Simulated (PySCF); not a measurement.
## What a change does: NMR shielding calculation on C₆H₁₀NOP

System: C₆H₁₀NOP.
Method of the first run: GIAO PBE0/pcSseg-1 NMR shielding, non-relativistic, IEF-PCM methanol (PySCF 2.14.0).

The geometry comes from this level: PBE0-D3(BJ)/def2-SVP. Text and figures count atoms from 1; the logs count them from 0 in places.

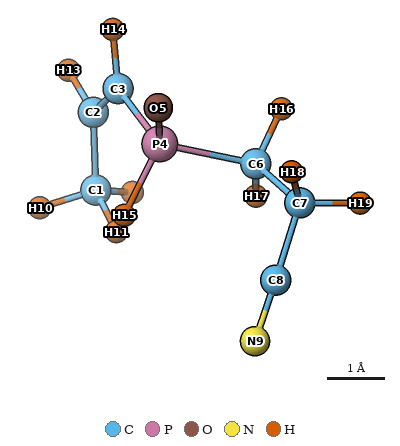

**Figure 1.** The input geometry (ball-and-stick view, seen at a tilt; atoms are numbered from 1 in the order of the input). Bond lengths as drawn: C–C 1.34 to 1.53 Å, C–H 1.10 Å, C–N 1.16 Å, C–P 1.80 to 1.83 Å, H–P 1.43 Å and O–P 1.50 Å.

### Input file, the first run
```
{"job": {"kind": "nmr", "xc": "PBE0", "basis": "pcSseg-1", "solvent": "methanol", "pop": false}, "charge": 0, "multiplicity": 1}
C      2.281868     0.673352    -0.661250
C      2.277320    -0.808899    -0.820572
C      1.334386    -1.669271    -0.413593
P     -0.187402    -1.295761     0.478110
O     -0.799483    -2.467988     1.178110
C     -1.331231    -0.575793    -0.758906
C     -2.720423    -0.367146    -0.150152
C     -2.748868     0.732924     0.807297
N     -2.731795     1.611310     1.560425
H      3.218997     1.007748    -0.187929
H      1.441695     1.051573    -0.063065
H      2.243837     1.162334    -1.649142
H      3.150465    -1.228244    -1.337325
H      1.456238    -2.743095    -0.595911
H      0.136615    -0.176086     1.301804
H     -1.397647    -1.316415    -1.571103
H     -0.918672     0.353480    -1.182871
H     -3.024966    -1.290825     0.370205
H     -3.466185    -0.163356    -0.934587
```

The first line tells a small driver script what to run in PySCF; the rest is the geometry in Å.

Launched with:
```bash
OMP_NUM_THREADS=1 python <driver script> task.json out
```

Hardware: 1 CPU thread, shared host.

### Output (the first run)
```
coarse grid: 16488 points
cycle   1  E = -705.1247784093  dE =  1.177e+00  |g| = 9.626e-01  |ddm| = 4.028e+00
cycle   2  E = -704.6178400245  dE =  5.069e-01  |g| = 1.838e+00  |ddm| = 3.143e+00
cycle   3  E = -705.2997266972  dE = -6.819e-01  |g| = 1.792e-01  |ddm| = 2.429e+00
cycle   4  E = -705.3063772195  dE = -6.651e-03  |g| = 7.103e-02  |ddm| = 2.049e-01
cycle   5  E = -705.3074020219  dE = -1.025e-03  |g| = 3.078e-02  |ddm| = 6.430e-02
cycle   6  E = -705.3075970988  dE = -1.951e-04  |g| = 5.904e-03  |ddm| = 2.476e-02
cycle   7  E = -705.3076030996  dE = -6.001e-06  |g| = 2.539e-03  |ddm| = 5.191e-03
final grid: 155096 points
cycle   8  E = -705.3727156177  dE = -2.837e-05  |g| = 1.164e-02  |ddm| = 3.595e-02
cycle   9  E = -705.3726751996  dE =  4.042e-05  |g| = 1.857e-02  |ddm| = 2.732e-02
cycle  10  E = -705.3727438388  dE = -6.864e-05  |g| = 2.434e-03  |ddm| = 1.776e-02
cycle  11  E = -705.3727450782  dE = -1.239e-06  |g| = 3.086e-04  |ddm| = 1.946e-03
cycle  12  E = -705.3727450865  dE = -8.262e-09  |g| = 2.503e-04  |ddm| = 4.170e-04
cycle  13  E = -705.3727450992  dE = -1.266e-08  |g| = 4.315e-05  |ddm| = 1.787e-04
cycle  14  E = -705.3727450996  dE = -4.109e-10  |g| = 1.084e-05  |ddm| = 3.894e-05
converged SCF energy = -705.3727450996

GIAO shielding tensors (ppm)
atom      isotropic    diamagn.    paramagn.     s11        s22        s33       span
  0 C      165.077     252.240     -87.163    147.419    167.533    180.280     32.861
  1 C       26.024     255.852    -229.828    -96.971     12.259    162.784    259.755
  2 C       56.400     266.149    -209.749    -40.783     76.657    133.326    174.109
  3 P      327.250     967.697    -640.447    234.714    259.300    487.737    253.023
  4 O      286.370     394.917    -108.547    181.813    325.491    351.805    169.992
  5 C      155.213     259.658    -104.445    141.951    156.685    167.003     25.052
  6 C      173.458     250.971     -77.513    158.690    171.549    190.134     31.444
  7 C       54.610     261.416    -206.806    -66.887    -60.560    291.277    358.164
  8 N      -19.270     341.978    -361.249   -186.821   -176.714    305.724    492.545
  9 H       29.292      28.603       0.689     25.683     26.518     35.675      9.991
 10 H       29.261      34.784      -5.522     24.536     30.002     33.247      8.711
 11 H       29.285      30.234      -0.949     26.085     26.775     34.996      8.911
 12 H       24.411      28.176      -3.765     22.258     23.821     27.154      4.896
 13 H       25.451      30.533      -5.081     23.714     25.150     27.489      3.775
 14 H       23.227      32.850      -9.624     20.384     21.759     27.537      7.153
 15 H       29.334      32.593      -3.259     24.811     28.392     34.799      9.988
 16 H       29.367      35.592      -6.226     24.925     28.886     34.289      9.364
 17 H       28.264      27.811       0.453     23.858     27.439     33.495      9.637
 18 H       28.412      25.368       3.044     22.682     26.733     35.821     13.139
```

The input of the second run differs as follows (lines with − go, lines with + come):
```diff
-"solvent": "methanol"
-"pop": false
+"solvent": "dichloromethane"
+"pop": true
```

Predict how the results change.

The total energy of the second run is 1.8 kcal/mol higher: the change of the electrostatic solvation energy at this fixed geometry, without cavity or dispersion terms. The dipole moment goes from 7.55 to 7.32 D. Of all shieldings, the largest change is that of N9, by −2.7 ppm. The number of SCF iterations is the same.

### Output (the second run)
```
coarse grid: 16488 points
cycle   1  E = -705.1193343303  dE =  1.182e+00  |g| = 9.660e-01  |ddm| = 4.028e+00
cycle   2  E = -704.5791283022  dE =  5.402e-01  |g| = 1.879e+00  |ddm| = 3.256e+00
cycle   3  E = -705.2964284442  dE = -7.173e-01  |g| = 1.826e-01  |ddm| = 2.535e+00
cycle   4  E = -705.3033672396  dE = -6.939e-03  |g| = 7.248e-02  |ddm| = 2.152e-01
cycle   5  E = -705.3044736128  dE = -1.106e-03  |g| = 2.915e-02  |ddm| = 6.547e-02
cycle   6  E = -705.3046493207  dE = -1.757e-04  |g| = 6.402e-03  |ddm| = 2.425e-02
cycle   7  E = -705.3046564227  dE = -7.102e-06  |g| = 2.684e-03  |ddm| = 5.541e-03
final grid: 155096 points
cycle   8  E = -705.3697763786  dE = -2.726e-05  |g| = 1.197e-02  |ddm| = 3.610e-02
cycle   9  E = -705.3697306117  dE =  4.577e-05  |g| = 1.948e-02  |ddm| = 2.852e-02
cycle  10  E = -705.3698059550  dE = -7.534e-05  |g| = 2.536e-03  |ddm| = 1.869e-02
cycle  11  E = -705.3698073133  dE = -1.358e-06  |g| = 3.661e-04  |ddm| = 1.997e-03
cycle  12  E = -705.3698073292  dE = -1.591e-08  |g| = 2.560e-04  |ddm| = 4.647e-04
cycle  13  E = -705.3698073424  dE = -1.318e-08  |g| = 4.262e-05  |ddm| = 1.835e-04
cycle  14  E = -705.3698073428  dE = -4.050e-10  |g| = 1.133e-05  |ddm| = 4.007e-05
converged SCF energy = -705.3698073428

GIAO shielding tensors (ppm)
atom      isotropic    diamagn.    paramagn.     s11        s22        s33       span
  0 C      165.100     252.190     -87.090    147.592    167.442    180.266     32.674
  1 C       26.718     255.904    -229.186    -96.122     13.665    162.610    258.732
  2 C       55.831     266.105    -210.274    -41.642     75.745    133.389    175.031
  3 P      328.474     967.583    -639.108    235.054    259.254    491.115    256.061
  4 O      283.716     394.537    -110.820    177.070    323.635    350.443    173.373
  5 C      155.102     259.692    -104.589    141.959    156.528    166.820     24.861
  6 C      173.488     250.872     -77.384    158.915    171.656    189.892     30.978
  7 C       55.376     261.521    -206.144    -65.848    -59.412    291.389    357.237
  8 N      -22.003     341.626    -363.629   -190.846   -180.473    305.309    496.155
  9 H       29.289      28.613       0.676     25.678     26.518     35.673      9.996
 10 H       29.283      34.772      -5.489     24.571     30.020     33.259      8.688
 11 H       29.315      30.263      -0.948     26.127     26.808     35.010      8.883
 12 H       24.458      28.205      -3.747     22.293     23.885     27.195      4.902
 13 H       25.435      30.533      -5.098     23.704     25.111     27.490      3.786
 14 H       23.230      32.841      -9.611     20.381     21.760     27.550      7.168
 15 H       29.391      32.656      -3.265     24.893     28.445     34.835      9.943
 16 H       29.447      35.663      -6.216     25.035     28.989     34.319      9.284
 17 H       28.244      27.792       0.452     23.847     27.406     33.480      9.632
 18 H       28.493      25.474       3.019     22.768     26.843     35.869     13.102
```

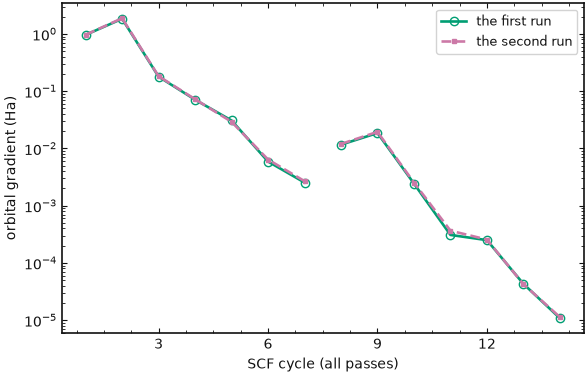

**Figure 2.** Convergence of the two runs: orbital gradient against the SCF cycle. A break in a curve parts two SCF passes (coarse and final grid). The first run takes 14 cycles in all, and the second run takes 14.

### The two runs side by side

| quantity | the first run | the second run |
| --- | --- | --- |
| outcome | converged | converged |
| total energy (hartree) | −705.372745 | −705.369807 |
| HOMO (eV) | −7.75 | −7.77 |
| LUMO (eV) | −0.65 | −0.69 |
| dipole moment (D) | 7.55 | 7.32 |
| shielding of C2 (ppm) | 26.0 | 26.7 |
| shielding of C3 (ppm) | 56.4 | 55.8 |
| shielding of P4 (ppm) | 327.2 | 328.5 |
| shielding of O5 (ppm) | 286.4 | 283.7 |
| shielding of C6 (ppm) | 155.2 | 155.1 |
| shielding of C8 (ppm) | 54.6 | 55.4 |
| shielding of N9 (ppm) | −19.3 | −22.0 |
| SCF iterations | 14 | 14 |
| basis functions | 210 | 210 |
| wall time (shared host) | 32 s | 34 s |
